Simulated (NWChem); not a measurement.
# C4H8O (2-butanone) at 5 levels

Aim: a comparison of 5 runs (HF/STO-3G, HF/3-21G, B3LYP/6-31G*, MP3/6-31G*) of C4H8O (2-butanone). 

The calculation is run with NWChem 7.3.0.

69 further runs of the same task are left out: 69 set aside as unsound or not needed.

**1. The system as given**

C4H8O has 13 atoms, charge 0, and is taken as a singlet. SMILES: `CCC(C)=O`. The C1–C2 distance was set to 1.985 Å, away from the relaxed value.

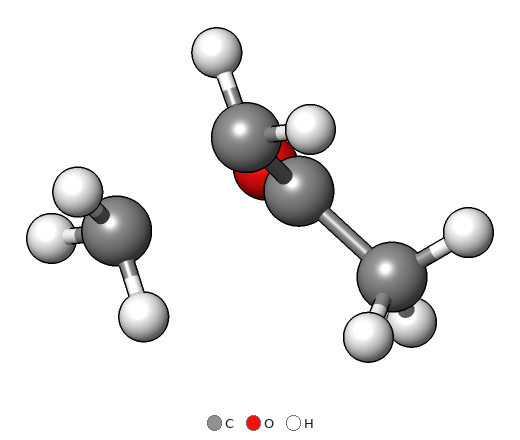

Viewed from a chosen angle; carbon grey, oxygen red, hydrogen white.

**2. A single-point energy at HF/STO-3G (run 1)**

File struct.xyz:

```xyz
13
C4H8O energy
C     -1.520461     1.207196    -0.689447
C      0.104000     0.866600     0.400200
C      0.917600    -0.253800    -0.206600
C      0.580900    -1.652300     0.236700
O      1.778900    -0.032900    -1.021800
H     -2.104661     2.024896    -0.263647
H     -1.246061     1.480096    -1.710147
H     -2.166661     0.327096    -0.736147
H     -0.181700     0.612400     1.425300
H      0.731300     1.759600     0.423400
H     -0.499800    -1.816400     0.230900
H      0.914800    -1.787200     1.270500
H      1.077500    -2.382200    -0.399800
```

File run.py:

```python
from ase.io import read
from ase.calculators.nwchem import NWChem

atoms = read('struct.xyz')

calc = NWChem(
    label='struct',
    theory='scf',
    memory='2200 mb',
    basis='STO-3G',
    basispar='spherical bse',
    scf={'nopen': '0', 'rhf': None, 'thresh': '1e-08', 'maxiter': '80'},
    task='energy',
)
atoms.calc = calc

e = atoms.get_potential_energy()
print(f"E = {e:.6f} eV")
print("dipole (e A):", atoms.get_dipole_moment().round(4))
```

The run is started by

```console
$ export ASE_NWCHEM_COMMAND="nwchem PREFIX.nwi > PREFIX.nwo"
$ python run.py
```

Standard output:

```text
E = -6205.015552 eV
dipole (e A): [-0.3116 -0.0551  0.2445]
```

The calculator wrote struct.nwi:

```
title "struct"

permanent_dir struct

scratch_dir struct

start struct

geometry units angstrom nocenter noautosym noautoz
  C  -1.5204610000000001e+00 1.2071959999999999e+00 -6.8944700000000003e-01
  C  1.0400000000000000e-01 8.6660000000000004e-01 4.0020000000000000e-01
  C  9.1759999999999997e-01 -2.5380000000000003e-01 -2.0660000000000001e-01
  C  5.8089999999999997e-01 -1.6523000000000001e+00 2.3669999999999999e-01
  O  1.7788999999999999e+00 -3.2899999999999999e-02 -1.0218000000000000e+00
  H  -2.1046610000000001e+00 2.0248960000000000e+00 -2.6364700000000002e-01
  H  -1.2460610000000001e+00 1.4800960000000001e+00 -1.7101470000000001e+00
  H  -2.1666609999999999e+00 3.2709600000000000e-01 -7.3614700000000000e-01
  H  -1.8170000000000000e-01 6.1240000000000006e-01 1.4253000000000000e+00
  H  7.3129999999999995e-01 1.7596000000000001e+00 4.2340000000000000e-01
  H  -4.9980000000000002e-01 -1.8164000000000000e+00 2.3089999999999999e-01
  H  9.1479999999999995e-01 -1.7871999999999999e+00 1.2705000000000000e+00
  H  1.0774999999999999e+00 -2.3822000000000001e+00 -3.9979999999999999e-01
end

memory 2200 mb

basis spherical bse noprint
   * library STO-3G
end

scf
  nopen 0
  rhf
  thresh 1e-08
  maxiter 80
end

task scf energy
```

struct.nwo (excerpt; [...] marks lines left out):

```text
[...]
      One-electron energy =   -646.311902409033
[... 1 line left out ...]
 Nuclear repulsion energy =    169.255236409818
[... 38 lines left out ...]
                       ROHF Final Molecular Orbital Analysis
[... 193 lines left out ...]
 center of mass
[...]
```

It took 3.6 s on 1 thread of Intel Xeon 6975P-C (Granite Rapids), shared host; peak memory 0.096 GiB.

**3. The energy at HF/3-21G (run 2)**

File run.py:

```python
from ase import Atoms
from ase.calculators.nwchem import NWChem

mol = Atoms(['C', 'C', 'C', 'C', 'O', 'H', 'H', 'H', 'H', 'H', 'H', 'H', 'H'], positions=[
    [-1.520461, 1.207196, -0.689447],
    [0.104000, 0.866600, 0.400200],
    [0.917600, -0.253800, -0.206600],
    [0.580900, -1.652300, 0.236700],
    [1.778900, -0.032900, -1.021800],
    [-2.104661, 2.024896, -0.263647],
    [-1.246061, 1.480096, -1.710147],
    [-2.166661, 0.327096, -0.736147],
    [-0.181700, 0.612400, 1.425300],
    [0.731300, 1.759600, 0.423400],
    [-0.499800, -1.816400, 0.230900],
    [0.914800, -1.787200, 1.270500],
    [1.077500, -2.382200, -0.399800],
])

calc = NWChem(
    label='calc',
    theory='scf',
    memory='2200 mb',
    basis='3-21G',
    basispar='spherical bse',
    scf={'nopen': '0', 'rhf': None, 'thresh': '1e-08', 'maxiter': '80'},
    task='energy',
)
mol.calc = calc

e = mol.get_potential_energy()
print(f"E = {e:.6f} eV")
print("dipole (e A):", mol.get_dipole_moment().round(4))
```

The run is started by

```console
$ export ASE_NWCHEM_COMMAND="nwchem PREFIX.nwi > PREFIX.nwo"
$ python run.py
```

Standard output:

```text
E = -6249.124047 eV
dipole (e A): [-0.5388 -0.0721  0.3783]
```

The calculator wrote calc.nwi:

```
title "calc"

permanent_dir calc

scratch_dir calc

start calc

geometry units angstrom nocenter noautosym noautoz
  C  -1.5204610000000001e+00 1.2071959999999999e+00 -6.8944700000000003e-01
  C  1.0400000000000000e-01 8.6660000000000004e-01 4.0020000000000000e-01
  C  9.1759999999999997e-01 -2.5380000000000003e-01 -2.0660000000000001e-01
  C  5.8089999999999997e-01 -1.6523000000000001e+00 2.3669999999999999e-01
  O  1.7788999999999999e+00 -3.2899999999999999e-02 -1.0218000000000000e+00
  H  -2.1046610000000001e+00 2.0248960000000000e+00 -2.6364700000000002e-01
  H  -1.2460610000000001e+00 1.4800960000000001e+00 -1.7101470000000001e+00
  H  -2.1666609999999999e+00 3.2709600000000000e-01 -7.3614700000000000e-01
  H  -1.8170000000000000e-01 6.1240000000000006e-01 1.4253000000000000e+00
  H  7.3129999999999995e-01 1.7596000000000001e+00 4.2340000000000000e-01
  H  -4.9980000000000002e-01 -1.8164000000000000e+00 2.3089999999999999e-01
  H  9.1479999999999995e-01 -1.7871999999999999e+00 1.2705000000000000e+00
  H  1.0774999999999999e+00 -2.3822000000000001e+00 -3.9979999999999999e-01
end

memory 2200 mb

basis spherical bse noprint
   * library 3-21G
end

scf
  nopen 0
  rhf
  thresh 1e-08
  maxiter 80
end

task scf energy
```

calc.nwo (excerpt; [...] marks lines left out):

```text
[...]
      One-electron energy =   -646.368999455430
[... 1 line left out ...]
 Nuclear repulsion energy =    169.255236409818
[... 38 lines left out ...]
                       ROHF Final Molecular Orbital Analysis
[... 202 lines left out ...]
 center of mass
[...]
```

Wall time 3.6 s (1 thread of Intel Xeon 6975P-C (Granite Rapids), shared host); peak memory 0.097 GiB.

**4. The energy at B3LYP/6-31G(d) (spherical functions) (run 3)**

File run.py:

```python
from ase import Atoms
from ase.calculators.nwchem import NWChem

molecule = Atoms(['C', 'C', 'C', 'C', 'O', 'H', 'H', 'H', 'H', 'H', 'H', 'H', 'H'], positions=[
    [-1.520461, 1.207196, -0.689447],
    [0.104000, 0.866600, 0.400200],
    [0.917600, -0.253800, -0.206600],
    [0.580900, -1.652300, 0.236700],
    [1.778900, -0.032900, -1.021800],
    [-2.104661, 2.024896, -0.263647],
    [-1.246061, 1.480096, -1.710147],
    [-2.166661, 0.327096, -0.736147],
    [-0.181700, 0.612400, 1.425300],
    [0.731300, 1.759600, 0.423400],
    [-0.499800, -1.816400, 0.230900],
    [0.914800, -1.787200, 1.270500],
    [1.077500, -2.382200, -0.399800],
])

calc = NWChem(
    label='c4h8o',
    theory='dft',
    memory='2200 mb',
    basis='6-31G*',
    basispar='spherical bse',
    dft={'xc': 'b3lyp', 'mult': '1', 'grid': 'xfine', 'convergence': 'energy 1e-08', 'iterations': '100', 'mulliken': None},
    task='energy',
)
molecule.calc = calc

print("Total energy (eV):", round(molecule.get_potential_energy(), 6))
print("dipole (e A):", molecule.get_dipole_moment().round(4))
```

The run is started by

```console
$ export ASE_NWCHEM_COMMAND="nwchem PREFIX.nwi > PREFIX.nwo"
$ python run.py
```

Standard output:

```text
Total energy (eV): -6324.316793
dipole (e A): [-0.4785 -0.0611  0.3403]
```

The calculator wrote c4h8o.nwi:

```
title "c4h8o"

permanent_dir c4h8o

scratch_dir c4h8o

start c4h8o

geometry units angstrom nocenter noautosym noautoz
  C  -1.5204610000000001e+00 1.2071959999999999e+00 -6.8944700000000003e-01
  C  1.0400000000000000e-01 8.6660000000000004e-01 4.0020000000000000e-01
  C  9.1759999999999997e-01 -2.5380000000000003e-01 -2.0660000000000001e-01
  C  5.8089999999999997e-01 -1.6523000000000001e+00 2.3669999999999999e-01
  O  1.7788999999999999e+00 -3.2899999999999999e-02 -1.0218000000000000e+00
  H  -2.1046610000000001e+00 2.0248960000000000e+00 -2.6364700000000002e-01
  H  -1.2460610000000001e+00 1.4800960000000001e+00 -1.7101470000000001e+00
  H  -2.1666609999999999e+00 3.2709600000000000e-01 -7.3614700000000000e-01
  H  -1.8170000000000000e-01 6.1240000000000006e-01 1.4253000000000000e+00
  H  7.3129999999999995e-01 1.7596000000000001e+00 4.2340000000000000e-01
  H  -4.9980000000000002e-01 -1.8164000000000000e+00 2.3089999999999999e-01
  H  9.1479999999999995e-01 -1.7871999999999999e+00 1.2705000000000000e+00
  H  1.0774999999999999e+00 -2.3822000000000001e+00 -3.9979999999999999e-01
end

memory 2200 mb

basis spherical bse noprint
   * library 6-31G*
end

dft
  xc b3lyp
  mult 1
  grid xfine
  convergence energy 1e-08
  iterations 100
  mulliken
end

task dft energy
```

c4h8o.nwo (excerpt; [...] marks lines left out):

```text
[...]
      One electron energy =     -649.036220325218
[... 1 line left out ...]
    Exchange-Corr. energy =      -33.205485644409
[... 6 lines left out ...]
                       DFT Final Molecular Orbital Analysis
[... 617 lines left out ...]
     -------------------------------------------
[...]
```

Run time: 37 s. Hardware: 1 thread of Intel Xeon 6975P-C (Granite Rapids), shared host; peak memory 0.15 GiB.

Run 4 isn't shown in full; the table further down has it.

**5. A single-point energy at MP3/6-31G(d) (spherical functions) (run 5)**

File c4h8o.nw:

```
start c4h8o
title "C4H8O"
memory stack 330 mb heap 110 mb global 1760 mb
geometry noautosym nocenter noautoz
   C       -1.520461       1.207196      -0.689447
   C        0.104000       0.866600       0.400200
   C        0.917600      -0.253800      -0.206600
   C        0.580900      -1.652300       0.236700
   O        1.778900      -0.032900      -1.021800
   H       -2.104661       2.024896      -0.263647
   H       -1.246061       1.480096      -1.710147
   H       -2.166661       0.327096      -0.736147
   H       -0.181700       0.612400       1.425300
   H        0.731300       1.759600       0.423400
   H       -0.499800      -1.816400       0.230900
   H        0.914800      -1.787200       1.270500
   H        1.077500      -2.382200      -0.399800
end
basis spherical bse
   * library 6-31G*
end
scf
   nopen 0
   rhf
   thresh 1e-08
   maxiter 80
end
tce
   scf
   mbpt3
   freeze core 5
   maxiter 60
end
task tce energy
```

The run is started by

```console
$ nwchem c4h8o.nw > c4h8o.out
```

Standard output:

```text
[...]
  functions       =    86
[...]
  wavefunction    = RHF
[...]
         Total SCF energy =   -230.935829647783
      One-electron energy =   -648.293408829241
      Two-electron energy =    248.102342771640
 Nuclear repulsion energy =    169.255236409818
        Time for solution =     12.1s
[...]
         Wavefunction type : Restricted Hartree-Fock
          No. of electrons :    40
[...]
         Spin multiplicity : singlet
[...]
```

Run time: 31 s. Hardware: 1 thread of Intel Xeon 6975P-C (Granite Rapids), shared host; peak memory 1.4 GiB.

**6. All runs side by side**

| run | level | iteration cap | module | energy (Eh) | dipole moment (D) | HOMO energy (eV) | LUMO energy (eV) | wall time |
| --- | --- | --- | --- | --- | --- | --- | --- | --- |
| 1 | HF/STO-3G | 80 | scf | -228.030117 | 1.92 | -8.57 | 7.29 | 3.6 s |
| 2 | HF/3-21G | 80 | scf | -229.651075 | 3.18 | -10.65 | 3.91 | 3.6 s |
| 3 | B3LYP/6-31G* (spherical functions) | 100 | dft | -232.414357 | 2.84 | -6.48 | -0.68 | 37 s |
| 4 | B3LYP/6-31G* (Cartesian functions) | 100 | dft | -232.418586 | 2.84 | -6.49 | -0.69 | 19 s |
| 5 | MP3/6-31G* (spherical functions) | 80 | tce | -231.659693 | – | -10.83 | 3.78 | 31 s |

**7. Summary of results**

```
                                          quantity          value
                               run 5: total energy  -231.65969 Eh
        run 5: HOMO energy (Hartree–Fock orbitals)      -10.83 eV
        run 5: LUMO energy (Hartree–Fock orbitals)        3.78 eV
      run 5: HOMO–LUMO gap (Hartree–Fock orbitals)       14.60 eV
run 5: correlation energy (5 core orbitals frozen)     -723.9 mEh
```

Over runs 1, 2, 3, 4 the dipole moment (its size) runs from 1.92 D (HF/STO-3G) to 3.18 D (HF/3-21G). Over runs 1, 2, 3, 4 the HOMO–LUMO gap runs from 5.80 eV (B3LYP/6-31G*) to 15.86 eV (HF/STO-3G). The two ends differ in method and basis. In run 1 the basis is minimal, so the values are rough. All runs together took 95 s, the longest 37 s.
